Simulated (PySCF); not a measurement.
**C4H4ClO, charge −1, SMILES `[Cl-].c1ccoc1`: what the electrons do**

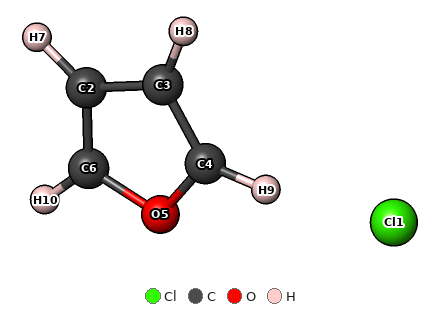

The molecule, with its atoms numbered as below. The pair's geometry is semi-empirical, so its contact may be too short or too long.

Coordinates in Å:

```
Cl1     -3.0439    0.0043    0.0000
C2       2.4175   -0.6808    0.0000
C3       1.0738   -1.1304    0.0000
C4       0.2958   -0.0126    0.0000
O5       1.0691    1.0854    0.0000
C6       2.3497    0.6776    0.0000
H7       3.3068   -1.2815    0.0000
H8       0.7326   -2.1454    0.0000
H9      -0.7781    0.1120    0.0000
H10      3.1111    1.4348    0.0000
```

## 1. Bonding charge

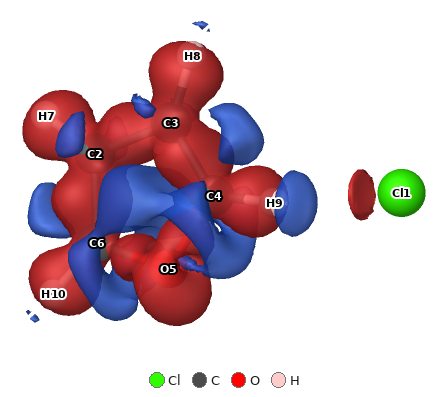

Deformation density (molecule less spherical, spin-averaged free atoms at the same positions), surfaces at ±0.08 e/Å³; red: gain, blue: loss.

Level of theory: HF/def2-SVPD (PySCF), at a geometry from GFN2-xTB.

**Describe the bonding that the map shows.**

C4–H9: +0.81 e/Å³ at the bond critical point (bond length 1.08 Å). C3–C4: +0.80 e/Å³ at the bond critical point (bond length 1.36 Å). C2–C6: +0.78 e/Å³ at the bond critical point (bond length 1.36 Å). C6–H10: +0.77 e/Å³ at the bond critical point (bond length 1.07 Å). C3–H8: +0.71 e/Å³ at the bond critical point (bond length 1.07 Å). C2–H7: +0.70 e/Å³ at the bond critical point (bond length 1.07 Å). C2–C3: +0.66 e/Å³ at the bond critical point (bond length 1.42 Å). O5–C6: +0.22 e/Å³ at the bond critical point (bond length 1.34 Å). C4–O5: +0.17 e/Å³ at the bond critical point (bond length 1.34 Å). In all, 3.1 electrons gather in the regions of gain relative to the promolecule of neutral atoms (this includes the anion's extra charge).

**Where do the Hirshfeld charges lie?**

The highest Hirshfeld charge is on H8 (+0.05 e), the lowest on Cl1 (−0.86 e).

## 2. Electrostatic potential

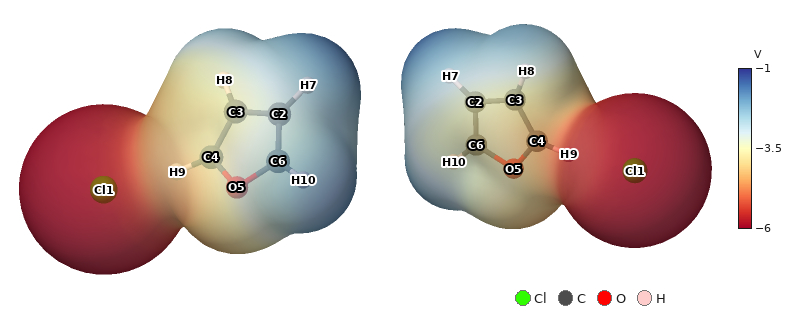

Electrostatic potential on the surface of electron density 0.001 a.u. (back view left, front view right).

**Where are the extremes of the potential on the surface?**

Highest: −1.43 V, 1.3 Å from H10. Further maxima include −2.16 V, 1.3 Å from H8. Lowest: −5.92 V, 2.2 Å from Cl1. The surface is sampled at points, so like sites can differ by a few per cent and only the strongest of them is named.

**What volume does the surface enclose?**

About 137 Å³.

## 3. Binding density

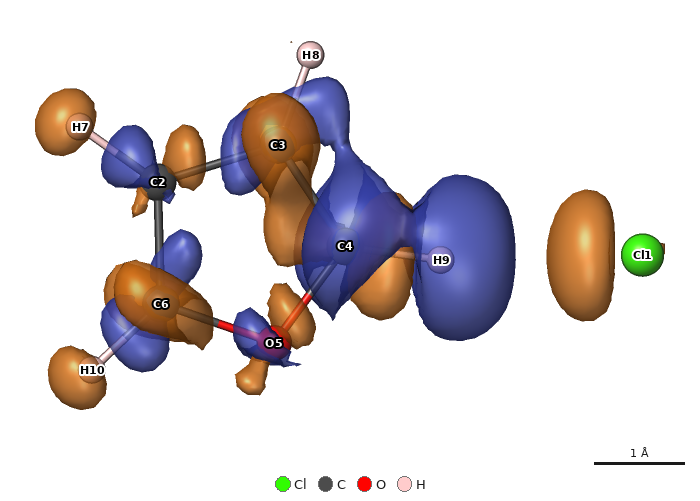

Density of the complex less the densities of the two fragments at the same geometry, ±0.01 e/Å³ (orange: gain, blue: loss). Fragment A: Cl(−1) (atom 1); fragment B: H4C4O.

**How is the density rearranged on binding?**

Hirshfeld charges show 0.015 e passing from A to B. By Hirshfeld charges, electrons gather most on C6 (−0.036 e) and leave H9 most (+0.062 e); 0.26 e is displaced in all.

**What is the interaction energy, and which contacts carry it?**

The counterpoise-corrected interaction energy of the frozen fragments is −4.8 kcal/mol without dispersion correction and −7.3 kcal/mol with D3(BJ). The pair geometry is semi-empirical, not a minimum at this level. Contacts: Cl1···H9, weak C–H hydrogen bond, 2.27 Å, ρ = 0.022 a.u. The pose is a local one from a semi-empirical search, not shown to be the most stable.
